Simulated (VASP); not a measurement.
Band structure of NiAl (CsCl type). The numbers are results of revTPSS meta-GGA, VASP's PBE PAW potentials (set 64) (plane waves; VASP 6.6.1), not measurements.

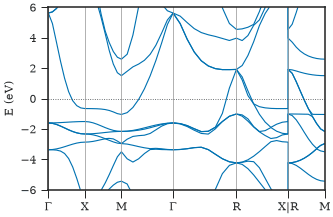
Figure. Bands along high-symmetry lines, zero at the valence-band maximum or, without a gap, the Fermi level

Problem. Read the plot: is there a gap, and where are the band edges?

Solution. It has no gap at this level: it comes out as a metal or semimetal.

The compound is NiAl in the CsCl type structure. It was relaxed first. The run is not spin-polarised, so no magnetic state was tried. The electron count is odd and the run is not spin-polarised, which forces a metal.
